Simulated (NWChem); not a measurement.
# One shape, several levels: C5H6 (2-methyl-1-buten-3-yne)

We compute a comparison of 6 runs (SVWN5/LANL2DZ, SVWN5/MINI, SVWN5/SBKJC-VDZ, SVWN5/jorge-DZP, SVWN5/MIDI!, SVWN5/DGauss-DZVP) of C5H6 (2-methyl-1-buten-3-yne). 

The results are computed with NWChem 7.3.0.

### Step 1. The structure to begin with

C5H6 has 11 atoms, charge 0, and is taken as a singlet. As SMILES, `C#CC(=C)C`. Geometry: relaxed at PBE0-D4/def2-TZVP.

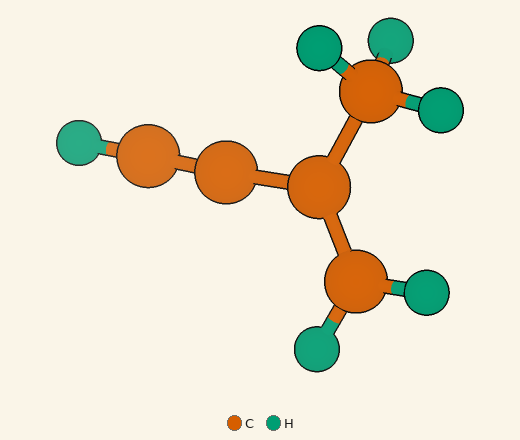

The structure, seen from a chosen angle (carbon orange, hydrogen teal).

### Step 2. Energy and forces at SVWN5/LANL2DZ (run 1)

nw.nw

```
START nw
TITLE "C5H6 SVWN5"
memory stack 880 mb heap 220 mb global 1100 mb
charge 0

GEOMETRY noautosym nocenter noautoz
  C       -1.345100       1.765600       1.023600
  C       -0.786700       0.836000       0.502900
  C       -0.073000      -0.237900      -0.105500
  C       -0.718400      -1.309500      -0.570900
  C        1.416500      -0.080200      -0.182900
  H       -1.852900       2.580700       1.482100
  H       -0.174900      -2.125300      -1.033200
  H       -1.795300      -1.393800      -0.500600
  H        1.842600       0.040200       0.816500
  H        1.678700       0.815000      -0.752400
  H        1.874100      -0.947800      -0.659100
END

BASIS spherical bse
  * library LANL2DZ
END

DFT
  xc slater vwn_5
  mult 1
  grid fine
  convergence energy 1e-08
  iterations 100
  mulliken
  print low
END

TASK dft gradient
```

Started as:

```bash
$ nwchem nw.nw > nw.out
```

The program printed:

```text
Northwest Computational Chemistry Package (NWChem) 7.3.0
             --------------------------------------------------------

           Job information
           ---------------

    nwchem branch   = 7.3.0
    use scalapack   = T
    input           = nw.nw
    prefix          = nw.
    data base       = ./nw.db
    status          = startup
    nproc           =        1

           Memory information
           ------------------

    heap     =     28835836 doubles =      220.0 Mbytes
    stack    =    115343361 doubles =      880.0 Mbytes
    global   =    144179200 doubles =     1100.0 Mbytes (distinct from heap & stack)
    total    =    288358397 doubles =     2200.0 Mbytes
    verify   = yes
    hardfail = no

[... 36 lines left out ...]
            Nuclear Dipole moment (a.u.)
[... 94 lines left out ...]
   convergence    iter        energy       DeltaE   RMS-Dens  Diis-err    time
[... 14 lines left out ...]
         Total DFT energy =     -192.191013104244
      One electron energy =     -543.199658404411
           Coulomb energy =      234.934689307737
    Exchange-Corr. energy =      -27.403264185203
 Nuclear repulsion energy =      143.477220177633
[... 21 lines left out ...]
    Atom       Charge   Shell Charges
 -----------   ------   -------------------------------------------------------
    1 C    6     6.20   1.99  0.60  0.41  2.33  0.87
    2 C    6     6.06   1.99  0.59  0.34  2.32  0.82
    3 C    6     6.06   1.99  0.56  0.33  2.37  0.81
[... 7 lines of this table left out ...]
   11 H    1     0.84   0.48  0.36

                         DFT ENERGY GRADIENTS

    atom               coordinates                        gradient
                 x          y          z           x          y          z
   1 C      -2.541870   3.336500   1.934324    0.023300  -0.039108  -0.021883
   2 C      -1.486647   1.579811   0.950343   -0.026534   0.042909   0.024111
   3 C      -0.137950  -0.449566  -0.199366   -0.009444  -0.017876  -0.007901
[... 7 lines of this table left out ...]
  11 H       3.541535  -1.791082  -1.245518   -0.004536   0.007412   0.004151

 Task  times  cpu:        9.6s     wall:        9.6s
 Total times  cpu:        9.6s     wall:        9.6s
```

It took 11 s on 1 thread of Intel Xeon 6975P-C (Granite Rapids), shared host; peak memory 0.11 GiB.

### Step 3. Energy and forces at SVWN5/MINI (run 2)

c5h6.nw

```
start c5h6
title "C5H6"
memory 2200 mb

geometry units atomic noautosym nocenter noautoz
  C   -2.54187061   3.33650045   1.93432366
  C   -1.48664754   1.57981104   0.95034327
  C   -0.13795001  -0.44956585  -0.19936611
  C   -1.35757925  -2.47459636  -1.07884464
  C    2.67679706  -0.15155604  -0.34563091
  H   -3.50147354   4.87681621   2.80076309
  H   -0.33051310  -4.01623493  -1.95246503
  H   -3.39262531  -2.63390027  -0.94599690
  H    3.48200936   0.07596699   1.54296138
  H    3.17228325   1.54012679  -1.42182994
  H    3.54153573  -1.79108242  -1.24551849
end

basis spherical bse
  * library MINI
end

dft
  xc slater vwn_5
  grid fine
  convergence energy 1e-08
  maxiter 100
  mulliken
  print low
end

task dft gradient
```

Started as:

```bash
$ nwchem c5h6.nw > c5h6.out
```

The program printed:

```text
Northwest Computational Chemistry Package (NWChem) 7.3.0
             --------------------------------------------------------

           Job information
           ---------------

    nwchem branch   = 7.3.0
    use scalapack   = T
    input           = c5h6.nw
    prefix          = c5h6.
    data base       = ./c5h6.db
    status          = startup
    nproc           =        1

           Memory information
           ------------------

    heap     =     72089600 doubles =      550.0 Mbytes
    stack    =     72089597 doubles =      550.0 Mbytes
    global   =    144179200 doubles =     1100.0 Mbytes (distinct from heap & stack)
    total    =    288358397 doubles =     2200.0 Mbytes
    verify   = yes
    hardfail = no

[... 33 lines left out ...]
            Nuclear Dipole moment (a.u.)
[... 94 lines left out ...]
   convergence    iter        energy       DeltaE   RMS-Dens  Diis-err    time
[... 14 lines left out ...]
         Total DFT energy =     -190.637993970318
      One electron energy =     -536.998826750505
           Coulomb energy =      229.555828325820
    Exchange-Corr. energy =      -26.672205346296
 Nuclear repulsion energy =      143.477209800662
[... 21 lines left out ...]
    Atom       Charge   Shell Charges
 -----------   ------   -------------------------------------------------------
    1 C    6     6.22   1.99  1.00  3.22
    2 C    6     6.03   1.99  0.92  3.12
    3 C    6     6.03   1.99  0.90  3.14
[... 7 lines of this table left out ...]
   11 H    1     0.83   0.83

                         DFT ENERGY GRADIENTS

    atom               coordinates                        gradient
                 x          y          z           x          y          z
   1 C      -2.541871   3.336500   1.934324    0.026152  -0.045351  -0.025283
   2 C      -1.486648   1.579811   0.950343   -0.048711   0.083981   0.046866
   3 C      -0.137950  -0.449566  -0.199366   -0.035052  -0.024907  -0.008735
[... 7 lines of this table left out ...]
  11 H       3.541536  -1.791082  -1.245518   -0.027307   0.057779   0.031401

 Task  times  cpu:        4.6s     wall:        4.6s
 Total times  cpu:        4.7s     wall:        4.7s
```

It took 5.4 s on 1 thread of Intel Xeon 6975P-C (Granite Rapids), shared host; peak memory 0.11 GiB.

### Step 4. Energy and forces at SVWN5/SBKJC-VDZ (core potential) (run 3)

test.nw

```
start test
title "C5H6"
memory stack 880 mb heap 220 mb global 1100 mb
charge 0

geometry units angstrom noautosym nocenter noautoz
C       -1.345100       1.765600       1.023600
C       -0.786700       0.836000       0.502900
C       -0.073000      -0.237900      -0.105500
C       -0.718400      -1.309500      -0.570900
C        1.416500      -0.080200      -0.182900
H       -1.852900       2.580700       1.482100
H       -0.174900      -2.125300      -1.033200
H       -1.795300      -1.393800      -0.500600
H        1.842600       0.040200       0.816500
H        1.678700       0.815000      -0.752400
H        1.874100      -0.947800      -0.659100
end

basis "ao basis" spherical bse
* library SBKJC-VDZ
end

ecp bse
C library SBKJC-VDZ
end

dft
xc slater vwn_5
grid fine
convergence energy 1e-08
iterations 100
mulliken
print low
end

task dft gradient
```

Started as:

```bash
$ nwchem test.nw > test.out
```

The program printed:

```text
Northwest Computational Chemistry Package (NWChem) 7.3.0
             --------------------------------------------------------

           Job information
           ---------------

    nwchem branch   = 7.3.0
    use scalapack   = T
    input           = test.nw
    prefix          = test.
    data base       = ./test.db
    status          = startup
    nproc           =        1

           Memory information
           ------------------

    heap     =     28835836 doubles =      220.0 Mbytes
    stack    =    115343361 doubles =      880.0 Mbytes
    global   =    144179200 doubles =     1100.0 Mbytes (distinct from heap & stack)
    total    =    288358397 doubles =     2200.0 Mbytes
    verify   = yes
    hardfail = no

[... 36 lines left out ...]
            Nuclear Dipole moment (a.u.)
[... 98 lines left out ...]
   convergence    iter        energy       DeltaE   RMS-Dens  Diis-err    time
[... 14 lines left out ...]
         Total DFT energy =      -31.499085049377
      One electron energy =     -194.049843756622
           Coulomb energy =       98.178564919096
    Exchange-Corr. energy =      -10.501490903640
 Nuclear repulsion energy =       74.873684691788
[... 21 lines left out ...]
    Atom       Charge   Shell Charges
 -----------   ------   -------------------------------------------------------
    1 C    4     4.21   0.76  2.30  0.27  0.88
    2 C    4     4.08   0.75  2.30  0.22  0.82
    3 C    4     4.07   0.69  2.36  0.20  0.81
[... 7 lines of this table left out ...]
   11 H    1     0.83   0.44  0.39

                         DFT ENERGY GRADIENTS

    atom               coordinates                        gradient
                 x          y          z           x          y          z
   1 C      -2.541870   3.336500   1.934324    0.057094  -0.097519  -0.054459
   2 C      -1.486647   1.579811   0.950343   -0.049546   0.088419   0.049145
   3 C      -0.137950  -0.449566  -0.199366   -0.024487  -0.023630  -0.009193
[... 7 lines of this table left out ...]
  11 H       3.541535  -1.791082  -1.245518   -0.007443   0.013322   0.007376

 Task  times  cpu:        5.9s     wall:        5.9s
 Total times  cpu:        6.0s     wall:        6.0s
```

Run time: 6.6 s. Hardware: 1 thread of Intel Xeon 6975P-C (Granite Rapids), shared host; peak memory 0.12 GiB.

Runs 4 to 5 aren't shown in full; the table further down has their settings and results.

### Step 5. Energy and gradient at SVWN5/DGauss-DZVP (run 6)

run.nw

```
start run
title "C5H6 gradient"
memory 2200 mb

geometry units angstroms noautosym nocenter noautoz
   C    -1.345100    1.765600    1.023600
   C    -0.786700    0.836000    0.502900
   C    -0.073000   -0.237900   -0.105500
   C    -0.718400   -1.309500   -0.570900
   C     1.416500   -0.080200   -0.182900
   H    -1.852900    2.580700    1.482100
   H    -0.174900   -2.125300   -1.033200
   H    -1.795300   -1.393800   -0.500600
   H     1.842600    0.040200    0.816500
   H     1.678700    0.815000   -0.752400
   H     1.874100   -0.947800   -0.659100
end

basis spherical bse
   * library DGauss-DZVP
end

dft
   xc slater vwn_5
   mult 1
   grid fine
   convergence energy 1e-08
   maxiter 100
   mulliken
   noprint "final vectors analysis"
end

task dft gradient
```

Started as:

```bash
$ nwchem run.nw > run.out
```

The program printed:

```text
Northwest Computational Chemistry Package (NWChem) 7.3.0
             --------------------------------------------------------

           Job information
           ---------------

    nwchem branch   = 7.3.0
    use scalapack   = T
    input           = run.nw
    prefix          = run.
    data base       = ./run.db
    status          = startup
    nproc           =        1

           Memory information
           ------------------

    heap     =     72089600 doubles =      550.0 Mbytes
    stack    =     72089597 doubles =      550.0 Mbytes
    global   =    144179200 doubles =     1100.0 Mbytes (distinct from heap & stack)
    total    =    288358397 doubles =     2200.0 Mbytes
    verify   = yes
    hardfail = no

[... 120 lines left out ...]
  convergence criterion.
[... 19 lines left out ...]
          Convergence on gradient requested:  5.00D-04
[... 22 lines left out ...]
          total energy or number of iterations.
[... 55 lines left out ...]
   convergence    iter        energy       DeltaE   RMS-Dens  Diis-err    time
[... 18 lines left out ...]
    Exchange-Corr. energy =      -27.313916596119
[... 67 lines left out ...]
          Convergence on gradient requested:  5.00D-04
[... 22 lines left out ...]
          total energy or number of iterations.
[... 26 lines left out ...]
                         DFT ENERGY GRADIENTS

    atom               coordinates                        gradient
                 x          y          z           x          y          z
   1 C      -2.541870   3.336500   1.934324    0.012490  -0.021833  -0.012162
   2 C      -1.486647   1.579811   0.950343   -0.018442   0.031253   0.017470
   3 C      -0.137950  -0.449566  -0.199366   -0.007292  -0.012851  -0.005628
[... 7 lines of this table left out ...]
  11 H       3.541535  -1.791082  -1.245518   -0.003676   0.006515   0.003619

                 ----------------------------------------
                 |  Time  |  1-e(secs)   |  2-e(secs)   |
                 ----------------------------------------
                 |  CPU   |       0.01   |       2.10   |
                 ----------------------------------------
                 |  WALL  |       0.01   |       2.10   |
                 ----------------------------------------

 Task  times  cpu:       16.4s     wall:       16.4s
 Total times  cpu:       16.4s     wall:       16.4s
```

Wall time 17 s (1 thread of Intel Xeon 6975P-C (Granite Rapids), shared host); peak memory 0.12 GiB.

### Step 6. Overview of the runs

```
run                             level  core potential  energy (Eh)  largest force (eV/Å)  wall time
  1                     SVWN5/LANL2DZ               –  -192.191013                 2.875       11 s
  2                        SVWN5/MINI               –  -190.637994                 5.544      5.4 s
  3  SVWN5/SBKJC-VDZ (core potential)       SBKJC-VDZ   -31.499085                 6.450      6.6 s
  4                   SVWN5/jorge-DZP               –  -192.230766                 2.413       22 s
  5                       SVWN5/MIDI!               –  -191.114604                 1.639        6 s
  6                 SVWN5/DGauss-DZVP               –  -192.248952                 2.071       17 s
```

### Step 7. What came out

| quantity | value |
| --- | --- |
| run 6: total energy | -192.24895 Eh |
| run 6: dipole moment | 0.55 D |
| run 6: largest force on an atom | 2.071 eV/Å |

All runs together took 68 s, the longest 22 s.
